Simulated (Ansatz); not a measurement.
# CH₂Ga (doublet): PBE, BLYP, r2SCAN, B97M-V, PBE0, B3LYP, wB97M-V over vertical spin and charge gaps, def2-QZVPP, part 2 of 2

Ansatz 0.2.0, Gaussian basis; def2-QZVPP, all electrons in the functionals. The steps go on from the part before.

### 18 PBE0, charge 0, doublet

File in.yaml:

```yaml
crystal:
  periodic: [false, false, false]
  atoms:
    - {symbol: C, position_ang: [0.000000, 0.001437, 1.708594]}
    - {symbol: Ga, position_ang: [0.000000, -0.000051, -0.265616]}
    - {symbol: H, position_ang: [0.000000, 1.379029, -1.003372]}
    - {symbol: H, position_ang: [0.000000, -1.392627, -0.982695]}
basis:
  gaussian: {orbitals: "def2-QZVPP.json"}
magnetization: {spin_polarized: true, initial_magnetization: 1}
hamiltonian: {xc: {name: PBE0}}
output: {orbitals: {seedname: orbitals}}
```

Launch:

```bash
$ ansatz run in.yaml --threads 1 --pin off --events-out ev --progress --plain --max-ram 2393MiB
```

Log, shortened:

```text
Functional definition: PBE0
  name "PBE0"
  cite "Adamo & Barone, J. Chem. Phys. 110, 6158 (1999) doi:10.1063/1.478522"
  cite "Perdew, Burke & Ernzerhof, Phys. Rev. Lett. 77, 3865 (1996) doi:10.1103/PhysRevLett.77.3865"
  parent pbe
[...]
875 factors; their error is unknown
[...]
mean field -53434.55520313 eV, -1963.6836844726 hartree, gradient 1.3e-5 eV, S^2 1.371607; 5 other end points of the search recorded, 0 dependent functions left out
reference -53434.55523820 eV, -1963.6836857615 hartree; 20, 19 occupied and 186, 187 virtual orbitals, 875 factors
Total energy: -53434.55523820 eV, -1963.6836857615 hartree
```

Wall time 23 s (1 thread of Intel Xeon 6975P-C, shared host); peak memory 0.66 GiB.

From the report: ⟨S²⟩ of the determinant 1.372 (pure doublet: 0.75). The determinant of PBE0 (⟨S²⟩ 1.37) is far from a pure spin state, so its energy mixes those of several spin states; that is harmless only where they are near-degenerate.

### 19 PBE0, charge 0, quartet

Changes to in.yaml since step 18:

```diff
@@ -9,3 +9,3 @@
   gaussian: {orbitals: "def2-QZVPP.json"}
-magnetization: {spin_polarized: true, initial_magnetization: 1}
+magnetization: {spin_polarized: true, initial_magnetization: 3}
 hamiltonian: {xc: {name: PBE0}}
```

Launched as before.

Log, shortened:

```text
Functional definition: PBE0
  name "PBE0"
  cite "Adamo & Barone, J. Chem. Phys. 110, 6158 (1999) doi:10.1063/1.478522"
  cite "Perdew, Burke & Ernzerhof, Phys. Rev. Lett. 77, 3865 (1996) doi:10.1103/PhysRevLett.77.3865"
  parent pbe
[...]
875 factors; their error is unknown
[...]
mean field -53434.77957247 eV, -1963.6919298939 hartree, gradient 4.9e-5 eV, S^2 3.752994; 0 other end points of the search recorded, 0 dependent functions left out
reference -53434.77960871 eV, -1963.6919312256 hartree; 21, 18 occupied and 185, 188 virtual orbitals, 875 factors
Total energy: -53434.77960871 eV, -1963.6919312256 hartree
```

Wall time 4.3 s (1 thread of Intel Xeon 6975P-C, shared host); peak memory 0.44 GiB.

From the report: ⟨S²⟩ of the determinant 3.753 (pure quartet: 3.75).

From charge 0, doublet: -21.6 kJ/mol.

### 20 PBE0, charge 1, singlet

Changes to in.yaml since step 19:

```diff
@@ -9,3 +9,4 @@
   gaussian: {orbitals: "def2-QZVPP.json"}
-magnetization: {spin_polarized: true, initial_magnetization: 3}
+total_charge: 1
+magnetization: {spin_polarized: true, initial_magnetization: 0}
 hamiltonian: {xc: {name: PBE0}}
```

The command is unchanged.

Log, shortened:

```text
Functional definition: PBE0
  name "PBE0"
  cite "Adamo & Barone, J. Chem. Phys. 110, 6158 (1999) doi:10.1063/1.478522"
  cite "Perdew, Burke & Ernzerhof, Phys. Rev. Lett. 77, 3865 (1996) doi:10.1103/PhysRevLett.77.3865"
  parent pbe
[...]
875 factors; their error is unknown
[...]
mean field -53425.10880981 eV, -1963.3365359210 hartree, gradient 9.6e-6 eV, S^2 0.900987; 8 other end points of the search recorded, 0 dependent functions left out
reference -53425.10884425 eV, -1963.3365371867 hartree; 19, 19 occupied and 187, 187 virtual orbitals, 875 factors
Total energy: -53425.10884425 eV, -1963.3365371867 hartree
```

It took 24 s on 1 thread of Intel Xeon 6975P-C, shared host; peak memory 0.67 GiB.

From the report: ⟨S²⟩ of the determinant 0.901 (pure singlet: 0.00). The determinant of PBE0 (⟨S²⟩ 0.90) is far from a pure spin state, so its energy mixes those of several spin states; that is harmless only where they are near-degenerate.

From charge 0, doublet: +911.4 kJ/mol.

### 21 PBE0, charge 1, triplet

Changes to in.yaml since step 20:

```diff
@@ -10,3 +10,3 @@
 total_charge: 1
-magnetization: {spin_polarized: true, initial_magnetization: 0}
+magnetization: {spin_polarized: true, initial_magnetization: 2}
 hamiltonian: {xc: {name: PBE0}}
```

Launched as before.

Log, shortened:

```text
Functional definition: PBE0
  name "PBE0"
  cite "Adamo & Barone, J. Chem. Phys. 110, 6158 (1999) doi:10.1063/1.478522"
  cite "Perdew, Burke & Ernzerhof, Phys. Rev. Lett. 77, 3865 (1996) doi:10.1103/PhysRevLett.77.3865"
  parent pbe
[...]
875 factors; their error is unknown
[...]
mean field -53425.37826679 eV, -1963.3464382826 hartree, gradient 2.2e-5 eV, S^2 2.018896; 5 other end points of the search recorded, 0 dependent functions left out
reference -53425.37830172 eV, -1963.3464395660 hartree; 20, 18 occupied and 186, 188 virtual orbitals, 875 factors
Total energy: -53425.37830172 eV, -1963.3464395660 hartree
```

Wall time 8.5 s (1 thread of Intel Xeon 6975P-C, shared host); peak memory 0.45 GiB.

From the report: ⟨S²⟩ of the determinant 2.019 (pure triplet: 2.00).

From charge 0, doublet: +885.4 kJ/mol.

### 22 B3LYP, charge 0, doublet

Changes to in.yaml since step 21:

```diff
@@ -9,5 +9,3 @@
   gaussian: {orbitals: "def2-QZVPP.json"}
-total_charge: 1
-magnetization: {spin_polarized: true, initial_magnetization: 2}
-hamiltonian: {xc: {name: PBE0}}
-output: {orbitals: {seedname: orbitals}}
+magnetization: {spin_polarized: true, initial_magnetization: 1}
+hamiltonian: {xc: {name: B3LYP}}
```

Same command.

Log, shortened:

```text
Functional definition: B3LYP
  name "B3LYP"
  cite "Stephens, Devlin, Chabalowski & Frisch, J. Phys. Chem. 98, 11623 (1994) doi:10.1021/j100096a001"
  cite "Becke, Phys. Rev. A 38, 3098 (1988) doi:10.1103/PhysRevA.38.3098"
  cite "Lee, Yang & Parr, Phys. Rev. B 37, 785 (1988) doi:10.1103/PhysRevB.37.785"
  cite "Vosko, Wilk & Nusair, Can. J. Phys. 58, 1200 (1980) doi:10.1139/p80-159"
[...]
870 factors; their error is unknown
[...]
mean field -53444.45896479 eV, -1964.0476410005 hartree, gradient 9.4e-6 eV, S^2 1.278223; 7 other end points of the search recorded, 0 dependent functions left out
reference -53444.45920458 eV, -1964.0476498127 hartree; 20, 19 occupied and 186, 187 virtual orbitals, 870 factors
Total energy: -53444.45920458 eV, -1964.0476498127 hartree
```

Run time: 24 s. Hardware: 1 thread of Intel Xeon 6975P-C, shared host; peak memory 0.66 GiB.

From the report: ⟨S²⟩ of the determinant 1.278 (pure doublet: 0.75). The determinant of B3LYP (⟨S²⟩ 1.28) is far from a pure spin state, so its energy mixes those of several spin states; that is harmless only where they are near-degenerate.

### 23 B3LYP, charge 0, quartet

Changes to in.yaml since step 22:

```diff
@@ -9,3 +9,3 @@
   gaussian: {orbitals: "def2-QZVPP.json"}
-magnetization: {spin_polarized: true, initial_magnetization: 1}
+magnetization: {spin_polarized: true, initial_magnetization: 3}
 hamiltonian: {xc: {name: B3LYP}}
```

The command is unchanged.

Log, shortened:

```text
Functional definition: B3LYP
  name "B3LYP"
  cite "Stephens, Devlin, Chabalowski & Frisch, J. Phys. Chem. 98, 11623 (1994) doi:10.1021/j100096a001"
  cite "Becke, Phys. Rev. A 38, 3098 (1988) doi:10.1103/PhysRevA.38.3098"
  cite "Lee, Yang & Parr, Phys. Rev. B 37, 785 (1988) doi:10.1103/PhysRevB.37.785"
  cite "Vosko, Wilk & Nusair, Can. J. Phys. 58, 1200 (1980) doi:10.1139/p80-159"
[...]
870 factors; their error is unknown
[...]
mean field -53444.51956405 eV, -1964.0498679825 hartree, gradient 3.8e-5 eV, S^2 3.753686; 0 other end points of the search recorded, 0 dependent functions left out
reference -53444.51980359 eV, -1964.0498767852 hartree; 21, 18 occupied and 185, 188 virtual orbitals, 870 factors
Total energy: -53444.51980359 eV, -1964.0498767852 hartree
```

Wall time 5.5 s (1 thread of Intel Xeon 6975P-C, shared host); peak memory 0.43 GiB.

From the report: ⟨S²⟩ of the determinant 3.754 (pure quartet: 3.75).

From charge 0, doublet: -5.8 kJ/mol.

### 24 B3LYP, charge 1, singlet

Changes to in.yaml since step 23:

```diff
@@ -9,3 +9,4 @@
   gaussian: {orbitals: "def2-QZVPP.json"}
-magnetization: {spin_polarized: true, initial_magnetization: 3}
+total_charge: 1
+magnetization: {spin_polarized: true, initial_magnetization: 0}
 hamiltonian: {xc: {name: B3LYP}}
```

The command is unchanged.

Log, shortened:

```text
Functional definition: B3LYP
  name "B3LYP"
  cite "Stephens, Devlin, Chabalowski & Frisch, J. Phys. Chem. 98, 11623 (1994) doi:10.1021/j100096a001"
  cite "Becke, Phys. Rev. A 38, 3098 (1988) doi:10.1103/PhysRevA.38.3098"
  cite "Lee, Yang & Parr, Phys. Rev. B 37, 785 (1988) doi:10.1103/PhysRevB.37.785"
  cite "Vosko, Wilk & Nusair, Can. J. Phys. 58, 1200 (1980) doi:10.1139/p80-159"
[...]
870 factors; their error is unknown
[...]
mean field -53435.01363583 eV, -1963.7005315635 hartree, gradient 1.5e-5 eV, S^2 0.882227; 8 other end points of the search recorded, 0 dependent functions left out
reference -53435.01387142 eV, -1963.7005402214 hartree; 19, 19 occupied and 187, 187 virtual orbitals, 870 factors
Total energy: -53435.01387142 eV, -1963.7005402214 hartree
```

It took 23 s on 1 thread of Intel Xeon 6975P-C, shared host; peak memory 0.67 GiB.

From the report: ⟨S²⟩ of the determinant 0.882 (pure singlet: 0.00). The determinant of B3LYP (⟨S²⟩ 0.88) is far from a pure spin state, so its energy mixes those of several spin states; that is harmless only where they are near-degenerate.

From charge 0, doublet: +911.3 kJ/mol.

### 25 B3LYP, charge 1, triplet

Changes to in.yaml since step 24:

```diff
@@ -10,3 +10,3 @@
 total_charge: 1
-magnetization: {spin_polarized: true, initial_magnetization: 0}
+magnetization: {spin_polarized: true, initial_magnetization: 2}
 hamiltonian: {xc: {name: B3LYP}}
```

The command is unchanged.

Log, shortened:

```text
Functional definition: B3LYP
  name "B3LYP"
  cite "Stephens, Devlin, Chabalowski & Frisch, J. Phys. Chem. 98, 11623 (1994) doi:10.1021/j100096a001"
  cite "Becke, Phys. Rev. A 38, 3098 (1988) doi:10.1103/PhysRevA.38.3098"
  cite "Lee, Yang & Parr, Phys. Rev. B 37, 785 (1988) doi:10.1103/PhysRevB.37.785"
  cite "Vosko, Wilk & Nusair, Can. J. Phys. 58, 1200 (1980) doi:10.1139/p80-159"
[...]
870 factors; their error is unknown
[...]
mean field -53435.23602371 eV, -1963.7087041673 hartree, gradient 1.1e-5 eV, S^2 2.011914; 3 other end points of the search recorded, 0 dependent functions left out
reference -53435.23625895 eV, -1963.7087128123 hartree; 20, 18 occupied and 186, 188 virtual orbitals, 870 factors
Total energy: -53435.23625895 eV, -1963.7087128123 hartree
```

It took 12 s on 1 thread of Intel Xeon 6975P-C, shared host; peak memory 0.63 GiB.

From the report: ⟨S²⟩ of the determinant 2.012 (pure triplet: 2.00).

From charge 0, doublet: +889.9 kJ/mol.

### 26 wB97M-V, charge 0, doublet

Changes to in.yaml since step 25:

```diff
@@ -9,4 +9,4 @@
   gaussian: {orbitals: "def2-QZVPP.json"}
-total_charge: 1
-magnetization: {spin_polarized: true, initial_magnetization: 2}
-hamiltonian: {xc: {name: B3LYP}}
+magnetization: {spin_polarized: true, initial_magnetization: 1}
+hamiltonian: {xc: {name: wB97M-V}}
+output: {orbitals: {seedname: orbitals}}
```

The command is unchanged.

Log, shortened:

```text
Functional definition: wB97M-V
  name "wB97M-V"
  cite "Mardirossian & Head-Gordon, J. Chem. Phys. 144, 214110 (2016) doi:10.1063/1.4952647"
  cite "Becke, J. Chem. Phys. 107, 8554 (1997) doi:10.1063/1.475007"
  cite "Vydrov & Van Voorhis, J. Chem. Phys. 133, 244103 (2010) doi:10.1063/1.3521275"
  # Of w^i u^j: cxij and so on, Table III.
[...]
  gx(w, u) = 1 - cx + cx01*u + cx10*w
[...]
      + integral(e_c_pw_mod_opposite_spin*gos(b97_w_opposite, b97_u_opposite)) + vv10(b, c)
870 factors; their error is unknown
173 factors; integrals over basis functions are off by at most 3.3e-5 eV
[...]
mean field -53439.28366633 eV, -1963.8574522903 hartree, gradient 1.3e-5 eV, S^2 0.875142; 4 other end points of the search recorded, 0 dependent functions left out
reference -53439.28371863 eV, -1963.8574542123 hartree; 20, 19 occupied and 186, 187 virtual orbitals, 870 factors
Total energy: -53439.28371863 eV, -1963.8574542123 hartree
```

Wall time 51 s (1 thread of Intel Xeon 6975P-C, shared host); peak memory 0.8 GiB.

From the report: ⟨S²⟩ of the determinant 0.875 (pure doublet: 0.75).

### 27 wB97M-V, charge 0, quartet

Changes to in.yaml since step 26:

```diff
@@ -9,3 +9,3 @@
   gaussian: {orbitals: "def2-QZVPP.json"}
-magnetization: {spin_polarized: true, initial_magnetization: 1}
+magnetization: {spin_polarized: true, initial_magnetization: 3}
 hamiltonian: {xc: {name: wB97M-V}}
```

Same command.

Log, shortened:

```text
Functional definition: wB97M-V
  name "wB97M-V"
  cite "Mardirossian & Head-Gordon, J. Chem. Phys. 144, 214110 (2016) doi:10.1063/1.4952647"
  cite "Becke, J. Chem. Phys. 107, 8554 (1997) doi:10.1063/1.475007"
  cite "Vydrov & Van Voorhis, J. Chem. Phys. 133, 244103 (2010) doi:10.1063/1.3521275"
  # Of w^i u^j: cxij and so on, Table III.
[...]
  gx(w, u) = 1 - cx + cx01*u + cx10*w
[...]
      + integral(e_c_pw_mod_opposite_spin*gos(b97_w_opposite, b97_u_opposite)) + vv10(b, c)
870 factors; their error is unknown
173 factors; integrals over basis functions are off by at most 3.3e-5 eV
[...]
mean field -53439.53785321 eV, -1963.8667934857 hartree, gradient 3.5e-5 eV, S^2 3.752894; 0 other end points of the search recorded, 0 dependent functions left out
reference -53439.53790503 eV, -1963.8667953899 hartree; 21, 18 occupied and 185, 188 virtual orbitals, 870 factors
Total energy: -53439.53790503 eV, -1963.8667953899 hartree
```

It took 12 s on 1 thread of Intel Xeon 6975P-C, shared host; peak memory 0.6 GiB.

From the report: ⟨S²⟩ of the determinant 3.753 (pure quartet: 3.75).

From charge 0, doublet: -24.5 kJ/mol.

### 28 wB97M-V, charge 1, singlet

Changes to in.yaml since step 27:

```diff
@@ -9,3 +9,4 @@
   gaussian: {orbitals: "def2-QZVPP.json"}
-magnetization: {spin_polarized: true, initial_magnetization: 3}
+total_charge: 1
+magnetization: {spin_polarized: true, initial_magnetization: 0}
 hamiltonian: {xc: {name: wB97M-V}}
```

Launched as before.

Log, shortened:

```text
Functional definition: wB97M-V
  name "wB97M-V"
  cite "Mardirossian & Head-Gordon, J. Chem. Phys. 144, 214110 (2016) doi:10.1063/1.4952647"
  cite "Becke, J. Chem. Phys. 107, 8554 (1997) doi:10.1063/1.475007"
  cite "Vydrov & Van Voorhis, J. Chem. Phys. 133, 244103 (2010) doi:10.1063/1.3521275"
  # Of w^i u^j: cxij and so on, Table III.
[...]
  gx(w, u) = 1 - cx + cx01*u + cx10*w
[...]
      + integral(e_c_pw_mod_opposite_spin*gos(b97_w_opposite, b97_u_opposite)) + vv10(b, c)
870 factors; their error is unknown
173 factors; integrals over basis functions are off by at most 3.3e-5 eV
[...]
mean field -53429.78323783 eV, -1963.5083179825 hartree, gradient 9.9e-6 eV, S^2 0.761001; 8 other end points of the search recorded, 0 dependent functions left out
reference -53429.78329184 eV, -1963.5083199673 hartree; 19, 19 occupied and 187, 187 virtual orbitals, 870 factors
Total energy: -53429.78329184 eV, -1963.5083199673 hartree
```

Run time: 60 s. Hardware: 1 thread of Intel Xeon 6975P-C, shared host; peak memory 0.8 GiB.

From the report: ⟨S²⟩ of the determinant 0.761 (pure singlet: 0.00). The determinant of wB97M-V (⟨S²⟩ 0.76) is far from a pure spin state, so its energy mixes those of several spin states; that is harmless only where they are near-degenerate.

From charge 0, doublet: +916.7 kJ/mol.

### 29 wB97M-V, charge 1, triplet

Changes to in.yaml since step 28:

```diff
@@ -10,3 +10,3 @@
 total_charge: 1
-magnetization: {spin_polarized: true, initial_magnetization: 0}
+magnetization: {spin_polarized: true, initial_magnetization: 2}
 hamiltonian: {xc: {name: wB97M-V}}
```

The command is unchanged.

Log, shortened:

```text
Functional definition: wB97M-V
  name "wB97M-V"
  cite "Mardirossian & Head-Gordon, J. Chem. Phys. 144, 214110 (2016) doi:10.1063/1.4952647"
  cite "Becke, J. Chem. Phys. 107, 8554 (1997) doi:10.1063/1.475007"
  cite "Vydrov & Van Voorhis, J. Chem. Phys. 133, 244103 (2010) doi:10.1063/1.3521275"
  # Of w^i u^j: cxij and so on, Table III.
[...]
  gx(w, u) = 1 - cx + cx01*u + cx10*w
[...]
      + integral(e_c_pw_mod_opposite_spin*gos(b97_w_opposite, b97_u_opposite)) + vv10(b, c)
870 factors; their error is unknown
173 factors; integrals over basis functions are off by at most 3.3e-5 eV
[...]
mean field -53430.17753404 eV, -1963.5228081008 hartree, gradient 1.9e-5 eV, S^2 2.010642; 3 other end points of the search recorded, 0 dependent functions left out
reference -53430.17758707 eV, -1963.5228100495 hartree; 20, 18 occupied and 186, 188 virtual orbitals, 870 factors
Total energy: -53430.17758707 eV, -1963.5228100495 hartree
```

Wall time 29 s (1 thread of Intel Xeon 6975P-C, shared host); peak memory 0.79 GiB.

From the report: ⟨S²⟩ of the determinant 2.011 (pure triplet: 2.00).

From charge 0, doublet: +878.6 kJ/mol.

### 30 The comparison

No level is safe as a reference over these points; RCCSD(T) serves as a yardstick only. It and the other wave-function rows come from earlier runs at the same points. Energies in kJ/mol, counted from charge 0, doublet; blanks weren't run or aren't comparable.

| level | doublet to quartet | ionisation to the singlet cation | ionisation to the triplet cation |
| --- | --- | --- | --- |
| RCCSD(T) | -44.1 | 936.4 | 870.0 |
| PBE | -12.3 | 897.6 | 874.6 |
| BLYP | 3.4 | 885.5 | 868.2 |
| r2SCAN | -25.4 | 913.8 | 880.3 |
| B97M-V | -32.3 | 920.1 | 872.5 |
| PBE0 | -21.6 | 911.4 | 885.4 |
| B3LYP | -5.8 | 911.3 | 889.9 |
| wB97M-V | -24.5 | 916.7 | 878.6 |
| RHF | -121.7 | 892.5 | 751.8 |
| UHF | -72.2 | 846.5 | 795.9 |
| RMP2 | -64.5 | 955.5 | 861.8 |
| RCCSD | -47.8 | 934.1 | 865.0 |

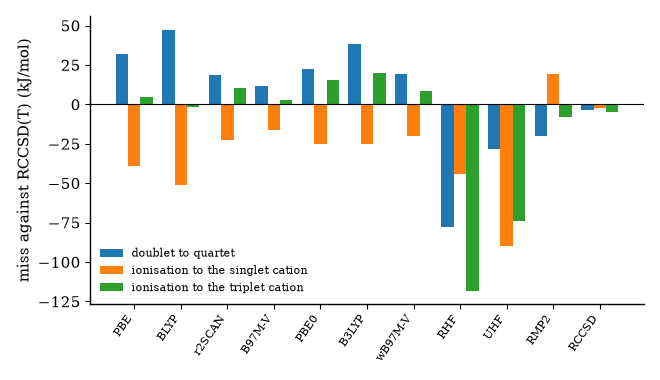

Misses of the gaps against RCCSD(T).

Largest miss and mean time a point (RCCSD(T) took 12 min a point; shared hosts):

| level | largest miss (kJ/mol) | where | time a point |
| --- | --- | --- | --- |
| PBE | -38.8 | ionisation to the singlet cation | 16 s |
| BLYP | -50.9 | ionisation to the singlet cation | 19 s |
| r2SCAN | -22.6 | ionisation to the singlet cation | 29 s |
| B97M-V | -16.3 | ionisation to the singlet cation | 41 s |
| PBE0 | -25.0 | ionisation to the singlet cation | 15 s |
| B3LYP | +38.2 | doublet to quartet | 16 s |
| wB97M-V | -19.8 | ionisation to the singlet cation | 38 s |
| RHF | -118.3 | ionisation to the triplet cation |  |
| UHF | -89.9 | ionisation to the singlet cation |  |
| RMP2 | -20.4 | doublet to quartet |  |
| RCCSD | -5.1 | ionisation to the triplet cation |  |

### 31 Summary of results

What follows sums up all 2 parts.

| quantity | value |
| --- | --- |
| doublet to quartet, RCCSD(T) | -44.1 kJ/mol |
| ionisation to the singlet cation, RCCSD(T) | 936.4 kJ/mol |
| ionisation to the triplet cation, RCCSD(T) | 870.0 kJ/mol |
| largest miss, PBE | -38.8 kJ/mol (ionisation to the singlet cation) |
| largest miss, BLYP | -50.9 kJ/mol (ionisation to the singlet cation) |
| largest miss, r2SCAN | -22.6 kJ/mol (ionisation to the singlet cation) |
| largest miss, B97M-V | -16.3 kJ/mol (ionisation to the singlet cation) |
| largest miss, PBE0 | -25.0 kJ/mol (ionisation to the singlet cation) |
| largest miss, B3LYP | +38.2 kJ/mol (doublet to quartet) |
| largest miss, wB97M-V | -19.8 kJ/mol (ionisation to the singlet cation) |

In words: Of the functionals, B97M-V keep the smallest largest miss at the points compared (at most 16.3 kJ/mol) and BLYP strays most (50.9 kJ/mol, at ionisation to the singlet cation). PBE, BLYP, r2SCAN, B97M-V, PBE0, B3LYP, wB97M-V clearly break the spin symmetry at some points (⟨S²⟩ up to 0.92 above the pure value), so energy there is bought with a mixed spin. Functionals and the yardstick converge differently with the basis, so part of each miss in def2-QZVPP is the basis. The yardstick itself may be off where one determinant is a poor start.
